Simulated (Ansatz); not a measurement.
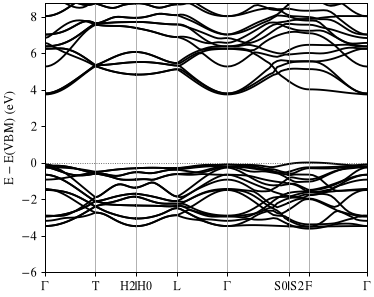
Figure: Band structure from DFT-PBE in the program Ansatz with PAW potentials

The gap is 3.73 eV; an edge lies off the plotted path or next to a special point (maximum off the standard path, minimum at Γ).

The material is SrZrO₃ in space group R3c (No. 161; Sr on 6a, Zr on 6a, O on 18b).

The start of the workflow was typed in or built on a structure type; neither database checked (COD, Materials Project) lists it. COD files the formula under space group No. 62, 63, 221, so this cell is another polymorph or a model. Whether it is the stable phase at ambient conditions was not checked. The PBE relaxation kept the symmetry of its start; whether a distortion lowers the energy is not shown. The run is not spin-polarised. Scalar-relativistic: spin–orbit coupling is off unless named, which matters more the heavier the elements.

Potentials: the later of the program's two PAW sets.
